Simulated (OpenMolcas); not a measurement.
# BBrF2: frequencies at the given shape calculation (part 3 of 3)

BBrF2; HF/cc-pVDZ-DK, RHF (OpenMolcas 26.06). The geometry comes from this level: GFN2-xTB. The settings are looser than a standard set-up, so the numbers are not reference values.

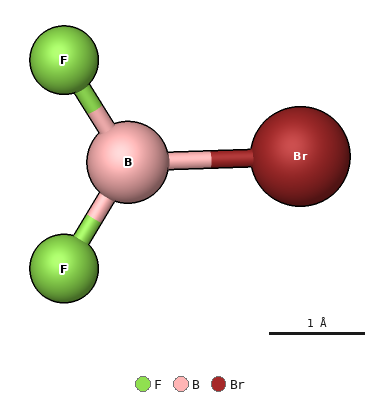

The input geometry (ball-and-stick view, seen at a tilt).

## Log, continued
```
     F1         x   -0.45659  -0.66606  -0.02873  -0.15522   0.05855  -0.01792
     F1         y   -0.39336  -0.01568  -0.01752   0.56658   0.28637  -0.29773
     F1         z   -0.09016  -0.09848   0.20874   0.01149   0.02541  -0.02001
     B2         x    0.21354  -0.06684   0.13676   0.48098  -0.80417  -0.40093
     B2         y   -0.43386  -0.03529   0.05129   0.23762  -0.39946   0.81225
     B2         z    0.00738  -0.01416  -0.94260   0.07088  -0.14331  -0.01399
     F3         x    0.59164  -0.41257  -0.03414   0.35386   0.26141   0.24734
     F3         y    0.12753  -0.51951  -0.00634  -0.46802  -0.12719  -0.16728
     F3         z    0.09530  -0.08910   0.20801   0.02905   0.03234   0.02800
     BR4        x   -0.06230   0.26899  -0.00394  -0.11492   0.03516   0.00070
     BR4        y    0.12452   0.13376  -0.00141  -0.05688   0.01741  -0.00137
     BR4        z   -0.00227   0.04713   0.03117  -0.01965   0.00609   0.00003

++ Principal components of the normal modes
   ----------------------------------------

   (Only contributions larger than 0.50 times the maximum are printed)

      Mode      1
        Frequency:          i68.56 cm-1
      ---------------------------------
        Ryz                     -1.0000
        Rzx                     -0.5022
      ---------------------------------

      Mode      2
        Frequency:          i65.09 cm-1
      ---------------------------------
        Rxy                      1.0000
      ---------------------------------

      Mode      3
        Frequency:          i64.23 cm-1
      ---------------------------------
        Rzx                      1.0000
        Ryz                     -0.5176
      ---------------------------------

      Mode      4
        Frequency:            0.01 cm-1
      ---------------------------------
        Tx                       1.0000
      ---------------------------------

      Mode      5
        Frequency:            0.02 cm-1
      ---------------------------------
        Ty                       1.0000
      ---------------------------------

      Mode      6
        Frequency:            0.02 cm-1
      ---------------------------------
        Tz                       1.0000
      ---------------------------------

      Mode      7
        Frequency:          315.31 cm-1
      ---------------------------------
        Angle F3 B2 BR4         -1.0000
        Angle F1 B2 BR4          0.9967
      ---------------------------------

      Mode      8
        Frequency:          396.38 cm-1
      ---------------------------------
        Angle F1 B2 F3          -1.0000
        Bond BR4 B2              0.7510
      ---------------------------------

      Mode      9
        Frequency:          601.52 cm-1
      ---------------------------------
        Outofp   F3 F1 BR4 B2   -1.0000
        Outofp   F1 F3 BR4 B2    0.9999
        Outofp   BR4 F1 F3 B2    0.7106
      ---------------------------------

      Mode     10
        Frequency:          700.65 cm-1
      ---------------------------------
        Bond BR4 B2             -1.0000
        Angle F1 B2 F3          -0.8371
      ---------------------------------

      Mode     11
        Frequency:         1325.32 cm-1
      ---------------------------------
        Bond BR4 B2              1.0000
        Bond B2 F1              -0.8078
        Bond F3 B2              -0.8046
        Angle F1 B2 F3           0.7203
      ---------------------------------

      Mode     12
        Frequency:         1487.74 cm-1
      ---------------------------------
        Bond F3 B2              -1.0000
        Bond B2 F1               0.9979
      ---------------------------------
--

++ Thermochemistry

 *********************
 *                   *
 *  THERMOCHEMISTRY  *
 *                   *
 *********************

 Mass-centered Coordinates (angstrom):
 ********************************************************
 Label        X           Y           Z          Mass
 --------------------------------------------------------
 F1        -0.000703   -1.114844   -1.619386     18.99840
 B2         0.003320    0.000003   -0.937989     11.00931
 F3        -0.000703    1.114942   -1.619163     18.99840
 BR4       -0.000125   -0.000024    0.910484     78.91834
 --------------------------------------------------------
 Molecular mass:  127.924449
 Rotational Constants (cm-1):    0.0759    0.0965    0.3569
 Rotational Constants (GHz) :    2.2768    2.8922   10.7005
 Rotational temperatures (K):    0.1093    0.1388    0.5135
 Rotational Symmetry factor:  1
 Vibrational temperature (K):
    453.67   570.31   865.46  1008.07  1906.84
   2140.53
 Number of trans. and rot. degrees of freedom:  6
 ZPVE                 6.900 kcal/mol      0.010997 au.
 ZPVE corrected energy                -2776.333644 au.

 *****************************************************
 Temperature =     0.00 kelvin, Pressure =   1.00 atm
 -----------------------------------------------------
 Molecular Partition Function and Molar Entropy:
                        q/V (M**-3)    S(kcal/mol*K)
 Electronic            1.000000E+00        0.000
 Translational         1.000000E+00        0.000
 Rotational            1.000000E+00        2.981
 Vibrational           1.000000E+00        0.000
 TOTAL                 1.000000E+00        2.981

 Thermal contributions to INTERNAL ENERGY:
 Electronic           0.000 kcal/mol      0.000000 au.
 Translational        0.000 kcal/mol      0.000000 au.
 Rotational           0.000 kcal/mol      0.000000 au.
 Vibrational          6.900 kcal/mol      0.010997 au.
 TOTAL                6.900 kcal/mol      0.010997 au.

 Thermal contributions to
 ENTHALPY             6.900 kcal/mol      0.010997 au.
 GIBBS FREE ENERGY    6.900 kcal/mol      0.010997 au.

 Sum of energy and thermal contributions
 INTERNAL ENERGY                      -2776.333644 au.
 ENTHALPY                             -2776.333644 au.
 GIBBS FREE ENERGY                    -2776.333644 au.
 -----------------------------------------------------

 *****************************************************
 Temperature =   100.00 kelvin, Pressure =   1.00 atm
 -----------------------------------------------------
 Molecular Partition Function and Molar Entropy:
                        q/V (M**-3)    S(kcal/mol*K)
 Electronic            1.000000E+00        0.000
 Translational         8.598657E+27       35.025
 Rotational            2.008330E+04       22.669
 Vibrational           8.425499E-16        0.168
 TOTAL                 1.454994E+17       57.862

 Thermal contributions to INTERNAL ENERGY:
 Electronic           0.000 kcal/mol      0.000000 au.
 Translational        0.298 kcal/mol      0.000475 au.
 Rotational           0.298 kcal/mol      0.000475 au.
 Vibrational          6.914 kcal/mol      0.011019 au.
 TOTAL                7.511 kcal/mol      0.011969 au.

 Thermal contributions to
 ENTHALPY             7.709 kcal/mol      0.012286 au.
 GIBBS FREE ENERGY    1.923 kcal/mol      0.003065 au.

 Sum of energy and thermal contributions
 INTERNAL ENERGY                      -2776.332671 au.
 ENTHALPY                             -2776.332355 au.
 GIBBS FREE ENERGY                    -2776.341575 au.
 -----------------------------------------------------

 *****************************************************
 Temperature =   273.15 kelvin, Pressure =   1.00 atm
 -----------------------------------------------------
 Molecular Partition Function and Molar Entropy:
                        q/V (M**-3)    S(kcal/mol*K)
 Electronic            1.000000E+00        0.000
 Translational         3.881793E+28       40.017
 Rotational            9.066441E+04       25.665
 Vibrational           4.551807E-06        2.664
 TOTAL                 1.601965E+28       68.346

 Thermal contributions to INTERNAL ENERGY:
 Electronic           0.000 kcal/mol      0.000000 au.
 Translational        0.814 kcal/mol      0.001298 au.
 Rotational           0.814 kcal/mol      0.001298 au.
 Vibrational          7.404 kcal/mol      0.011799 au.
 TOTAL                9.033 kcal/mol      0.014394 au.

 Thermal contributions to
 ENTHALPY             9.575 kcal/mol      0.015259 au.
 GIBBS FREE ENERGY   -9.093 kcal/mol     -0.014491 au.

 Sum of energy and thermal contributions
 INTERNAL ENERGY                      -2776.330246 au.
 ENTHALPY                             -2776.329381 au.
 GIBBS FREE ENERGY                    -2776.359131 au.
 -----------------------------------------------------

 *****************************************************
 Temperature =   298.15 kelvin, Pressure =   1.00 atm
 -----------------------------------------------------
 Molecular Partition Function and Molar Entropy:
                        q/V (M**-3)    S(kcal/mol*K)
 Electronic            1.000000E+00        0.000
 Translational         4.426728E+28       40.452
 Rotational            1.033921E+05       25.926
 Vibrational           1.441813E-05        3.100
 TOTAL                 6.599013E+28       69.477

 Thermal contributions to INTERNAL ENERGY:
 Electronic           0.000 kcal/mol      0.000000 au.
 Translational        0.889 kcal/mol      0.001416 au.
 Rotational           0.889 kcal/mol      0.001416 au.
 Vibrational          7.529 kcal/mol      0.011998 au.
 TOTAL                9.306 kcal/mol      0.014830 au.

 Thermal contributions to
 ENTHALPY             9.899 kcal/mol      0.015774 au.
 GIBBS FREE ENERGY  -10.816 kcal/mol     -0.017237 au.

 Sum of energy and thermal contributions
 INTERNAL ENERGY                      -2776.329810 au.
 ENTHALPY                             -2776.328866 au.
 GIBBS FREE ENERGY                    -2776.361877 au.
 -----------------------------------------------------

 *****************************************************
 Temperature =   323.15 kelvin, Pressure =   1.00 atm
 -----------------------------------------------------
 Molecular Partition Function and Molar Entropy:
                        q/V (M**-3)    S(kcal/mol*K)
 Electronic            1.000000E+00        0.000
 Translational         4.995016E+28       40.852
 Rotational            1.166652E+05       26.166
 Vibrational           3.886125E-05        3.534
 TOTAL                 2.264618E+29       70.552

 Thermal contributions to INTERNAL ENERGY:
 Electronic           0.000 kcal/mol      0.000000 au.
 Translational        0.963 kcal/mol      0.001535 au.
 Rotational           0.963 kcal/mol      0.001535 au.
 Vibrational          7.664 kcal/mol      0.012213 au.
 TOTAL                9.590 kcal/mol      0.015283 au.

 Thermal contributions to
 ENTHALPY            10.232 kcal/mol      0.016306 au.
 GIBBS FREE ENERGY  -12.567 kcal/mol     -0.020026 au.

 Sum of energy and thermal contributions
 INTERNAL ENERGY                      -2776.329357 au.
 ENTHALPY                             -2776.328334 au.
 GIBBS FREE ENERGY                    -2776.364666 au.
 -----------------------------------------------------

 *****************************************************
 Temperature =   373.15 kelvin, Pressure =   1.00 atm
 -----------------------------------------------------
 Molecular Partition Function and Molar Entropy:
                        q/V (M**-3)    S(kcal/mol*K)
 Electronic            1.000000E+00        0.000
 Translational         6.198060E+28       41.567
 Rotational            1.447639E+05       26.594
 Vibrational           1.979789E-04        4.394
 TOTAL                 1.776376E+30       72.555

 Thermal contributions to INTERNAL ENERGY:
 Electronic           0.000 kcal/mol      0.000000 au.
 Translational        1.112 kcal/mol      0.001773 au.
 Rotational           1.112 kcal/mol      0.001773 au.
 Vibrational          7.963 kcal/mol      0.012689 au.
 TOTAL               10.187 kcal/mol      0.016234 au.

 Thermal contributions to
 ENTHALPY            10.929 kcal/mol      0.017416 au.
 GIBBS FREE ENERGY  -16.145 kcal/mol     -0.025729 au.

 Sum of energy and thermal contributions
 INTERNAL ENERGY                      -2776.328406 au.
 ENTHALPY                             -2776.327224 au.
 GIBBS FREE ENERGY                    -2776.370369 au.
 -----------------------------------------------------

 *****************************************************
 Temperature =   473.15 kelvin, Pressure =   1.00 atm
 -----------------------------------------------------
 Molecular Partition Function and Molar Entropy:
                        q/V (M**-3)    S(kcal/mol*K)
 Electronic            1.000000E+00        0.000
 Translational         8.849707E+28       42.746
 Rotational            2.066966E+05       27.302
 Vibrational           2.092969E-03        6.043
 TOTAL                 3.828468E+31       76.092

 Thermal contributions to INTERNAL ENERGY:
 Electronic           0.000 kcal/mol      0.000000 au.
 Translational        1.410 kcal/mol      0.002248 au.
 Rotational           1.410 kcal/mol      0.002248 au.
 Vibrational          8.660 kcal/mol      0.013800 au.
 TOTAL               11.481 kcal/mol      0.018295 au.

 Thermal contributions to
 ENTHALPY            12.421 kcal/mol      0.019794 au.
 GIBBS FREE ENERGY  -23.582 kcal/mol     -0.037580 au.

 Sum of energy and thermal contributions
 INTERNAL ENERGY                      -2776.326345 au.
 ENTHALPY                             -2776.324846 au.
 GIBBS FREE ENERGY                    -2776.382220 au.
 -----------------------------------------------------
--

 ************************************
 *       Polarizabilities           *
 ************************************

       27.9806459191279338
        4.1875020207368987     21.6129313973621464
        1.9346207221267064      0.9029596827197151     16.6532890227293464

++    Isotopic shifts:
      ----------------

 ****************************************
 * Isotope shifted frequencies in cm-1  *
 ****************************************

  Single substitutions:
  -----------------------

 Masses:
 =======
  19  10  19  79

 Frequencies:
 ============
                         1         2         3         4         5         6

            Freq.     i68.56    i65.23    i64.42      0.01      0.02      0.02

                         7         8         9        10        11        12

            Freq.     317.36    396.43    626.43    706.40   1372.85   1540.59

 Masses:
 =======
  19  11  19  81

 Frequencies:
 ============
                         1         2         3         4         5         6

            Freq.     i68.56    i64.85    i63.93      0.01      0.02      0.02

                         7         8         9        10        11        12

            Freq.     314.99    394.92    601.47    700.00   1325.16   1487.74

  Full substitutions:
  -----------------------

 Masses:
 =======
  19  10  19  79

 Frequencies:
 ============
                         1         2         3         4         5         6

            Freq.     i68.56    i65.23    i64.42      0.01      0.02      0.02

                         7         8         9        10        11        12

            Freq.     317.36    396.43    626.43    706.40   1372.85   1540.59

 Masses:
 =======
  19  11  19  81

 Frequencies:
 ============
                         1         2         3         4         5         6

            Freq.     i68.56    i64.85    i63.93      0.01      0.02      0.02

                         7         8         9        10        11        12

            Freq.     314.99    394.92    601.47    700.00   1325.16   1487.74

--

      The response parameters are written to the file RESP.
--- Stop Module: mclr /rc=_RC_ALL_IS_WELL_ ---
--- Module mclr spent 3 seconds ---

.##################.
.# Happy landing! #.
.##################.

    Timing: Wall=12.33 User=9.81 System=2.51
```

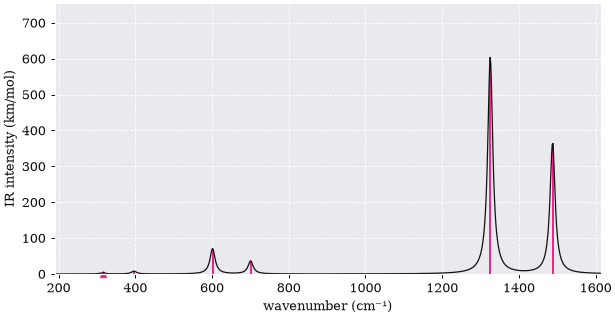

Harmonic infrared spectrum, unscaled: sticks (degenerate modes added up, dark ones marked on the axis) with a Lorentzian envelope of 16 cm⁻¹ full width, scaled to the tallest stick. 6 modes from 315 to 1488 cm⁻¹, none imaginary. The strongest line is at 1325 cm⁻¹ (604 km/mol). All modes, in cm⁻¹ (km/mol): 315 (3.2), 396 (7.8), 602 (71), 701 (36), 1325 (604), 1488 (365).

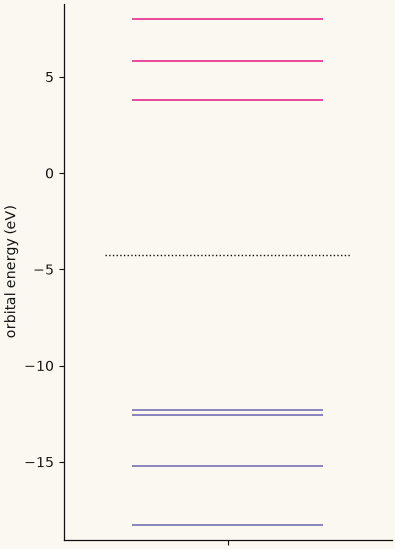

Orbital energies near the frontier; the dotted line parts filled from empty levels, and levels within 0.02 eV of each other stand side by side. Highest filled −12.29 eV, lowest empty 3.79 eV, 16.08 eV apart.

The run was set up as follows.

## Input
```
&GATEWAY
  Coord
  4
  angstrom
  F       -0.218540      -1.352020      -0.108660
  B       -0.107960      -0.053410      -0.016000
  F       -1.202630       0.648570      -0.142590
  Br       1.529140       0.756860       0.267250
  Basis=cc-pVDZ-DK
  Group=NoSym

&SEWARD

&SCF
  PrOrbitals=1 2

&MCKINLEY
```

Launched with:
```bash
export MOLCAS_MEM=1860
pymolcas mol.input > mol.log
```

## Summary

```tsv
quantity	value
outcome	converged
total energy	−2776.344640 hartree
basis functions	69
HOMO	−12.29 eV
LUMO	3.79 eV
dipole moment	0.46 debye
zero-point energy	0.010997 hartree
wavenumbers, lowest and highest	315 and 1488 cm⁻¹
hardware	1 thread of Arm Neoverse V1, 24 GiB of memory available, shared host
wall time	13 s
peak memory	0.41 GiB
```

## Notes

These settings are looser than, or depart from, a standard set-up, so the numbers are not reference values for this system. The record of the run, not the program, notes: basis set made for a relativistic Hamiltonian, run without one.
